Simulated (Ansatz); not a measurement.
# C₂H₄FNO: a few dozen steps of dynamics

Aim: follow C₂H₄FNO for 50 steps at constant energy (500 K) and see how far bonds stretch and how energy moves between motion and potential.

Method: PBE/def2-SVP with D4 dispersion; program: Ansatz 0.2.0, Gaussian basis.

### 1 Structure used throughout

The structure was relaxed beforehand with PBE0-D4 in a triple-zeta def2 set.

SMILES `FC1NCO1`, 9 atoms, charge 0, spin multiplicity 1.

Atoms are counted from 1 here; the program's logs count them from 0.

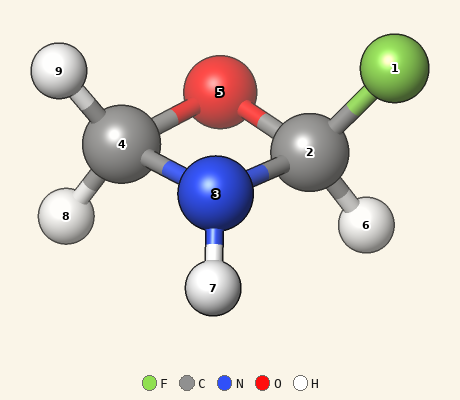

The structure; fluorine green, carbon grey, nitrogen blue, oxygen red, hydrogen white; atoms are numbered from 1 in the order of the file.

### 2 Dynamics

in.yaml reads:

```yaml
crystal:
  periodic: [false, false, false]
  atoms:
    - {symbol: F, position_ang: [-0.543037, 2.045905, -0.179691]}
    - {symbol: C, position_ang: [0.000713, 0.839775, -0.485327]}
    - {symbol: N, position_ang: [0.598726, 0.174076, 0.635124]}
    - {symbol: C, position_ang: [-0.325266, -0.924599, 0.359813]}
    - {symbol: O, position_ang: [-0.982020, -0.144025, -0.642642]}
    - {symbol: H, position_ang: [0.616068, 1.003688, -1.379062]}
    - {symbol: H, position_ang: [1.583928, -0.030440, 0.547511]}
    - {symbol: H, position_ang: [0.131419, -1.827686, -0.060191]}
    - {symbol: H, position_ang: [-0.992230, -1.183094, 1.187464]}
basis:
  gaussian: {orbitals: def2-SVP}
hamiltonian: {xc: {name: PBE}, dispersion: d4}
md: {timestep: 1 fs, n_steps: 50, ensemble: nve, temperature: 500, initial_velocities: maxwell_boltzmann, seed: 98}
```

Started as:

```
$ ansatz run in.yaml --threads 2 --pin off --events-out ev --progress --plain --max-ram 4352MiB
```

The log of the run:

```text
Functional definition: PBE
  name "PBE"
  cite "Perdew, Burke & Ernzerhof, Phys. Rev. Lett. 77, 3865 (1996) doi:10.1103/PhysRevLett.77.3865"
  parent pbe
  parameter kappa = 0.804
  parameter beta = 0.06672455060314922
  exchange = pbe_x(kappa = kappa, mu = beta*pi^2/3)
  correlation = pbe_c(beta = beta)
1011 factors; their error is unknown
mean field evaluation 1: about -8370.7201 eV, gradient 5.3e1 eV
mean field evaluation 2: about -8362.9424 eV, gradient 8.1e1 eV
mean field evaluation 4: about -8376.4085 eV, gradient 4.9e0 eV
mean field evaluation 8: about -8376.3815 eV, gradient 3.3e-1 eV
mean field evaluation 16: about -8376.3817 eV, gradient 1.3e-4 eV
mean field -8376.38173798 eV, -307.8263511554 hartree, gradient 2.7e-5 eV, S^2 0.000000; 0 other end points of the search recorded, 0 dependent functions left out
the calculation of the forces begins
reference -8376.38176241 eV, -307.8263520530 hartree; 20, 20 occupied and 70, 70 virtual orbitals, 1011 factors
md step     0: t =     0.00 fs  T =   500.0 K  F+E_penalty+E_count = -8376.52184637 eV  E_kin = 0.452410 eV  conserved = -8376.06943637 eV  (28 SCF iters)
these checks for a lower state are left out or cut short: starts, cluster_reference, orbital_swaps, neighbouring_geometries, increment
1011 factors; their error is unknown
mean field -8376.36410960 eV, -307.8257033244 hartree, gradient 7.2e-6 eV, S^2 0.000000; 0 other end points of the search recorded, 0 dependent functions left out
the calculation of the forces begins
reference -8376.36413404 eV, -307.8257042224 hartree; 20, 20 occupied and 70, 70 virtual orbitals, 1011 factors
md step     1: t =     1.00 fs  T =   480.9 K  F+E_penalty+E_count = -8376.50413453 eV  E_kin = 0.435108 eV  conserved = -8376.06902687 eV  (30 SCF iters, 3 dispersion substeps)
these checks for a lower state are left out or cut short: starts, cluster_reference, orbital_swaps, neighbouring_geometries, increment
1011 factors; their error is unknown
mean field evaluation 32: about -8376.3241 eV, gradient 7.1e-6 eV
mean field -8376.32411246 eV, -307.8242334565 hartree, gradient 7.1e-6 eV, S^2 0.000000; 0 other end points of the search recorded, 0 dependent functions left out
the calculation of the forces begins
reference -8376.32413696 eV, -307.8242343570 hartree; 20, 20 occupied and 70, 70 virtual orbitals, 1011 factors
md step     2: t =     2.00 fs  T =   436.4 K  F+E_penalty+E_count = -8376.46398605 eV  E_kin = 0.394904 eV  conserved = -8376.06908193 eV  (30 SCF iters, 3 dispersion substeps)
[... from here on, the SCF cycles and remarks between the steps are left out ...]
md step     3: t =     3.00 fs  T =   367.8 K  F+E_penalty+E_count = -8376.40185680 eV  E_kin = 0.332824 eV  conserved = -8376.06903266 eV  (30 SCF iters, 3 dispersion substeps)
md step     4: t =     4.00 fs  T =   280.7 K  F+E_penalty+E_count = -8376.32120205 eV  E_kin = 0.253971 eV  conserved = -8376.06723094 eV  (30 SCF iters, 3 dispersion substeps)
md step     5: t =     5.00 fs  T =   203.4 K  F+E_penalty+E_count = -8376.24915971 eV  E_kin = 0.184074 eV  conserved = -8376.06508596 eV  (30 SCF iters, 3 dispersion substeps)
md step     6: t =     6.00 fs  T =   168.7 K  F+E_penalty+E_count = -8376.21751238 eV  E_kin = 0.152667 eV  conserved = -8376.06484584 eV  (30 SCF iters, 3 dispersion substeps)
md step     7: t =     7.00 fs  T =   180.1 K  F+E_penalty+E_count = -8376.22977176 eV  E_kin = 0.162962 eV  conserved = -8376.06681006 eV  (30 SCF iters, 3 dispersion substeps)
md step     8: t =     8.00 fs  T =   207.7 K  F+E_penalty+E_count = -8376.25685391 eV  E_kin = 0.187924 eV  conserved = -8376.06893008 eV  (30 SCF iters, 3 dispersion substeps)
md step     9: t =     9.00 fs  T =   221.8 K  F+E_penalty+E_count = -8376.26901194 eV  E_kin = 0.200667 eV  conserved = -8376.06834520 eV  (30 SCF iters, 3 dispersion substeps)
md step    10: t =    10.00 fs  T =   232.8 K  F+E_penalty+E_count = -8376.27632694 eV  E_kin = 0.210667 eV  conserved = -8376.06566018 eV  (31 SCF iters, 3 dispersion substeps)
md step    11: t =    11.00 fs  T =   275.9 K  F+E_penalty+E_count = -8376.31567806 eV  E_kin = 0.249632 eV  conserved = -8376.06604647 eV  (31 SCF iters, 3 dispersion substeps)
md step    12: t =    12.00 fs  T =   342.6 K  F+E_penalty+E_count = -8376.37998074 eV  E_kin = 0.309968 eV  conserved = -8376.07001304 eV  (31 SCF iters, 3 dispersion substeps)
md step    13: t =    13.00 fs  T =   376.9 K  F+E_penalty+E_count = -8376.41283694 eV  E_kin = 0.341068 eV  conserved = -8376.07176888 eV  (32 SCF iters, 3 dispersion substeps)
md step    14: t =    14.00 fs  T =   351.0 K  F+E_penalty+E_count = -8376.38722257 eV  E_kin = 0.317591 eV  conserved = -8376.06963184 eV  (31 SCF iters, 3 dispersion substeps)
md step    15: t =    15.00 fs  T =   294.7 K  F+E_penalty+E_count = -8376.33332412 eV  E_kin = 0.266647 eV  conserved = -8376.06667673 eV  (31 SCF iters, 3 dispersion substeps)
md step    16: t =    16.00 fs  T =   254.0 K  F+E_penalty+E_count = -8376.29556577 eV  E_kin = 0.229832 eV  conserved = -8376.06573382 eV  (31 SCF iters, 3 dispersion substeps)
md step    17: t =    17.00 fs  T =   244.3 K  F+E_penalty+E_count = -8376.28837258 eV  E_kin = 0.221017 eV  conserved = -8376.06735608 eV  (31 SCF iters, 3 dispersion substeps)
md step    18: t =    18.00 fs  T =   241.1 K  F+E_penalty+E_count = -8376.28768526 eV  E_kin = 0.218184 eV  conserved = -8376.06950149 eV  (50 SCF iters, 3 dispersion substeps)
md step    19: t =    19.00 fs  T =   214.6 K  F+E_penalty+E_count = -8376.26329336 eV  E_kin = 0.194186 eV  conserved = -8376.06910690 eV  (31 SCF iters, 3 dispersion substeps)
md step    20: t =    20.00 fs  T =   171.9 K  F+E_penalty+E_count = -8376.22225563 eV  E_kin = 0.155561 eV  conserved = -8376.06669461 eV  (32 SCF iters, 3 dispersion substeps)
md step    21: t =    21.00 fs  T =   148.3 K  F+E_penalty+E_count = -8376.19992958 eV  E_kin = 0.134174 eV  conserved = -8376.06575543 eV  (32 SCF iters, 3 dispersion substeps)
md step    22: t =    22.00 fs  T =   159.9 K  F+E_penalty+E_count = -8376.21144974 eV  E_kin = 0.144715 eV  conserved = -8376.06673487 eV  (32 SCF iters, 3 dispersion substeps)
md step    23: t =    23.00 fs  T =   192.3 K  F+E_penalty+E_count = -8376.24220405 eV  E_kin = 0.174030 eV  conserved = -8376.06817390 eV  (31 SCF iters, 3 dispersion substeps)
md step    24: t =    24.00 fs  T =   222.6 K  F+E_penalty+E_count = -8376.27007817 eV  E_kin = 0.201399 eV  conserved = -8376.06867937 eV  (31 SCF iters, 3 dispersion substeps)
md step    25: t =    25.00 fs  T =   241.6 K  F+E_penalty+E_count = -8376.28668226 eV  E_kin = 0.218579 eV  conserved = -8376.06810301 eV  (31 SCF iters, 3 dispersion substeps)
md step    26: t =    26.00 fs  T =   256.1 K  F+E_penalty+E_count = -8376.29932241 eV  E_kin = 0.231704 eV  conserved = -8376.06761851 eV  (31 SCF iters, 3 dispersion substeps)
md step    27: t =    27.00 fs  T =   273.2 K  F+E_penalty+E_count = -8376.31491146 eV  E_kin = 0.247232 eV  conserved = -8376.06767951 eV  (31 SCF iters, 3 dispersion substeps)
md step    28: t =    28.00 fs  T =   294.5 K  F+E_penalty+E_count = -8376.33381451 eV  E_kin = 0.266448 eV  conserved = -8376.06736636 eV  (32 SCF iters, 3 dispersion substeps)
md step    29: t =    29.00 fs  T =   324.2 K  F+E_penalty+E_count = -8376.36057568 eV  E_kin = 0.293352 eV  conserved = -8376.06722341 eV  (32 SCF iters, 3 dispersion substeps)
md step    30: t =    30.00 fs  T =   359.4 K  F+E_penalty+E_count = -8376.39441080 eV  E_kin = 0.325179 eV  conserved = -8376.06923135 eV  (32 SCF iters, 3 dispersion substeps)
md step    31: t =    31.00 fs  T =   371.6 K  F+E_penalty+E_count = -8376.40697852 eV  E_kin = 0.336269 eV  conserved = -8376.07070939 eV  (32 SCF iters, 3 dispersion substeps)
md step    32: t =    32.00 fs  T =   343.8 K  F+E_penalty+E_count = -8376.37957844 eV  E_kin = 0.311089 eV  conserved = -8376.06848932 eV  (32 SCF iters, 3 dispersion substeps)
md step    33: t =    33.00 fs  T =   307.3 K  F+E_penalty+E_count = -8376.34384883 eV  E_kin = 0.278020 eV  conserved = -8376.06582850 eV  (32 SCF iters, 3 dispersion substeps)
md step    34: t =    34.00 fs  T =   300.2 K  F+E_penalty+E_count = -8376.33806573 eV  E_kin = 0.271646 eV  conserved = -8376.06641925 eV  (32 SCF iters, 3 dispersion substeps)
md step    35: t =    35.00 fs  T =   315.9 K  F+E_penalty+E_count = -8376.35470531 eV  E_kin = 0.285815 eV  conserved = -8376.06889005 eV  (32 SCF iters, 3 dispersion substeps)
md step    36: t =    36.00 fs  T =   316.8 K  F+E_penalty+E_count = -8376.35693820 eV  E_kin = 0.286673 eV  conserved = -8376.07026479 eV  (31 SCF iters, 3 dispersion substeps)
md step    37: t =    37.00 fs  T =   281.1 K  F+E_penalty+E_count = -8376.32346181 eV  E_kin = 0.254339 eV  conserved = -8376.06912304 eV  (30 SCF iters, 3 dispersion substeps)
md step    38: t =    38.00 fs  T =   227.6 K  F+E_penalty+E_count = -8376.27214091 eV  E_kin = 0.205970 eV  conserved = -8376.06617082 eV  (31 SCF iters, 3 dispersion substeps)
md step    39: t =    39.00 fs  T =   200.8 K  F+E_penalty+E_count = -8376.24661944 eV  E_kin = 0.181645 eV  conserved = -8376.06497422 eV  (30 SCF iters, 3 dispersion substeps)
md step    40: t =    40.00 fs  T =   217.0 K  F+E_penalty+E_count = -8376.26373802 eV  E_kin = 0.196320 eV  conserved = -8376.06741837 eV  (30 SCF iters, 3 dispersion substeps)
md step    41: t =    41.00 fs  T =   241.3 K  F+E_penalty+E_count = -8376.28837014 eV  E_kin = 0.218332 eV  conserved = -8376.07003794 eV  (31 SCF iters, 3 dispersion substeps)
md step    42: t =    42.00 fs  T =   234.1 K  F+E_penalty+E_count = -8376.28156474 eV  E_kin = 0.211844 eV  conserved = -8376.06972082 eV  (31 SCF iters, 3 dispersion substeps)
md step    43: t =    43.00 fs  T =   199.8 K  F+E_penalty+E_count = -8376.24779319 eV  E_kin = 0.180825 eV  conserved = -8376.06696806 eV  (31 SCF iters, 3 dispersion substeps)
md step    44: t =    44.00 fs  T =   179.8 K  F+E_penalty+E_count = -8376.22773375 eV  E_kin = 0.162690 eV  conserved = -8376.06504376 eV  (30 SCF iters, 3 dispersion substeps)
md step    45: t =    45.00 fs  T =   201.5 K  F+E_penalty+E_count = -8376.24892768 eV  E_kin = 0.182338 eV  conserved = -8376.06658994 eV  (31 SCF iters, 3 dispersion substeps)
md step    46: t =    46.00 fs  T =   242.3 K  F+E_penalty+E_count = -8376.28877704 eV  E_kin = 0.219199 eV  conserved = -8376.06957771 eV  (30 SCF iters, 3 dispersion substeps)
md step    47: t =    47.00 fs  T =   259.0 K  F+E_penalty+E_count = -8376.30418795 eV  E_kin = 0.234321 eV  conserved = -8376.06986652 eV  (30 SCF iters, 3 dispersion substeps)
md step    48: t =    48.00 fs  T =   246.6 K  F+E_penalty+E_count = -8376.29047815 eV  E_kin = 0.223159 eV  conserved = -8376.06731947 eV  (30 SCF iters, 3 dispersion substeps)
md step    49: t =    49.00 fs  T =   239.7 K  F+E_penalty+E_count = -8376.28295333 eV  E_kin = 0.216911 eV  conserved = -8376.06604280 eV  (31 SCF iters, 3 dispersion substeps)
these checks for a lower state are left out or cut short: starts, cluster_reference, orbital_swaps, neighbouring_geometries, increment
1011 factors; their error is unknown
mean field -8376.16070447 eV, -307.8182283235 hartree, gradient 7.6e-6 eV, S^2 0.000000; 0 other end points of the search recorded, 0 dependent functions left out
the calculation of the forces begins
reference -8376.16072912 eV, -307.8182292294 hartree; 20, 20 occupied and 70, 70 virtual orbitals, 1011 factors
1011 factors; their error is unknown
mean field evaluation 416: about -8376.1607 eV, gradient 2.0e-4 eV
mean field -8376.16070447 eV, -307.8182283235 hartree, gradient 7.6e-6 eV, S^2 0.000000; 1 other end points of the search recorded, 0 dependent functions left out
the calculation of the forces begins
reference -8376.16072912 eV, -307.8182292294 hartree; 20, 20 occupied and 70, 70 virtual orbitals, 1011 factors
md step    50: t =    50.00 fs  T =   258.1 K  F+E_penalty+E_count = -8376.30073912 eV  E_kin = 0.233572 eV  conserved = -8376.06716746 eV  (50 SCF iters, 3 dispersion substeps)
Total energy: -8376.30076377 eV, -307.8233754080 hartree
Atom 0 at    -0.564103     2.000320    -0.107003 Å, force    -0.270185     0.199157    -0.533463 eV/Å
Atom 1 at     0.010072     0.827017    -0.539668 Å, force     1.007381     0.787521     0.416427 eV/Å
Atom 2 at     0.671130     0.213824     0.616380 Å, force    -1.978317    -1.002573    -0.454548 eV/Å
Atom 3 at    -0.396557    -0.851603     0.426339 Å, force     0.166535    -0.541751    -0.043240 eV/Å
Atom 4 at    -0.959859    -0.184315    -0.723097 Å, force     0.652056     0.908972     0.220624 eV/Å
Atom 5 at     0.709141     1.112603    -1.405227 Å, force    -0.877147    -0.442755     0.330239 eV/Å
Atom 6 at     1.605209    -0.129574     0.420169 Å, force     0.462601    -0.227593    -0.164619 eV/Å
Atom 7 at    -0.017624    -1.849067     0.035565 Å, force    -0.164287     0.363036     0.903122 eV/Å
Atom 8 at    -1.180391    -0.942957     1.267473 Å, force     1.001363    -0.044015    -0.674542 eV/Å
Dipole moment:     0.418863    -0.433822    -0.063795 e Å
```

Wall time 72 s (2 threads of Arm Neoverse V1, shared host).

### 3 Frames and traces

One row in 4; energies are counted from the first frame:

```
time (fs)  T (K)  potential (meV)  conserved (meV)  F1–C2 (Å)
      0.0    500              0.0             0.00      1.358
      4.0    281            200.6             2.20      1.353
      8.0    208            265.0             0.51      1.364
     12.0    343            141.9            -0.58      1.389
     16.0    254            226.3             3.70      1.417
     20.0    172            299.6             2.74      1.438
     24.0    223            251.8             0.76      1.442
     28.0    294            188.0             2.07      1.426
     32.0    344            142.3             0.95      1.391
     36.0    317            164.9            -0.83      1.344
     40.0    217            258.1             2.02      1.312
     44.0    180            294.1             4.39      1.317
     48.0    247            231.4             2.12      1.353
```

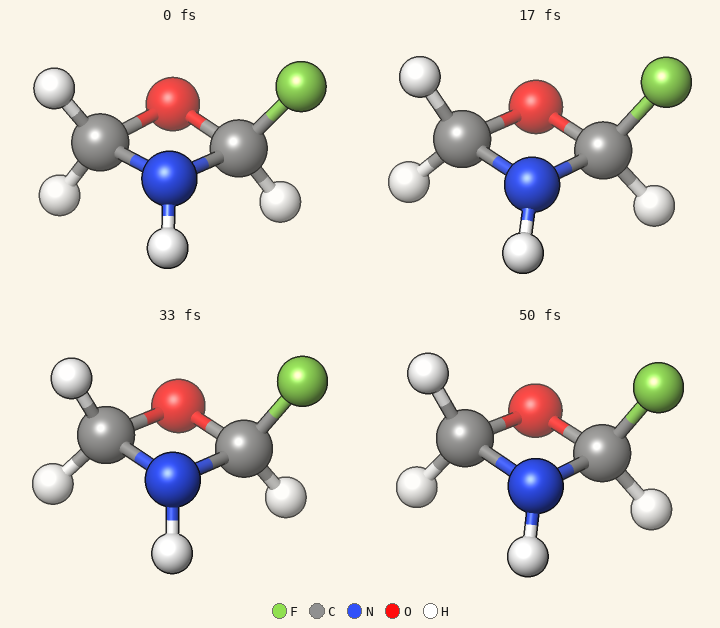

Four frames; sticks are those of the first frame.

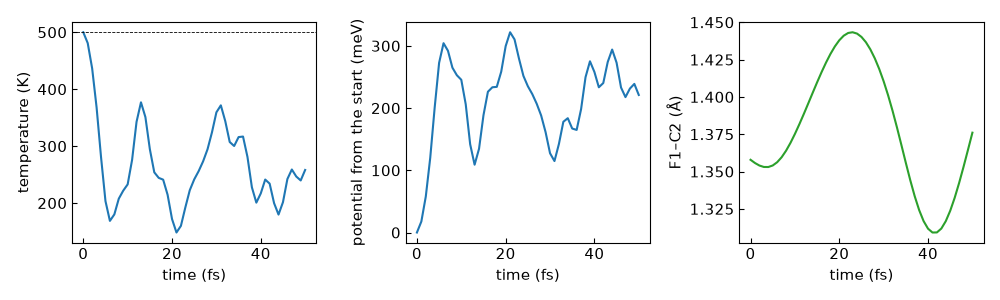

Temperature (the set value dashed), potential energy and the bond that swings most.

Positions (Å) and forces (eV/Å) at 50.0 fs:

```xyz
9

F    -0.564    2.000   -0.107   -0.270    0.199   -0.533
C     0.010    0.827   -0.540    1.007    0.788    0.416
N     0.671    0.214    0.616   -1.978   -1.003   -0.455
C    -0.397   -0.852    0.426    0.167   -0.542   -0.043
O    -0.960   -0.184   -0.723    0.652    0.909    0.221
H     0.709    1.113   -1.405   -0.877   -0.443    0.330
H     1.605   -0.130    0.420    0.463   -0.228   -0.165
H    -0.018   -1.849    0.036   -0.164    0.363    0.903
H    -1.180   -0.943    1.267    1.001   -0.044   -0.675
```

### 4 What came out

```
                              quantity                          value
                                length             50 steps of 1.0 fs
     temperature, first and last frame                     500, 258 K
              temperature, second half  mean 267 K, from 180 to 372 K
                swing of the potential                        322 meV
largest change of the conserved energy                       4.59 meV
                        range of F1–C2               1.309 to 1.443 Å
```

**Reading.** From 500 K at the start the temperature swings between 148 and 500 K: with 9 atoms it has no steady value yet; starting near a minimum, about half of the kinetic energy flows into the potential. The conserved energy moves by 4.59 meV, 1.4 % of the potential's swing, so the step is short enough for this stretch. F1–C2 swings most, by 0.13 Å; no bond breaks. A run of 50 fs gives no averages.
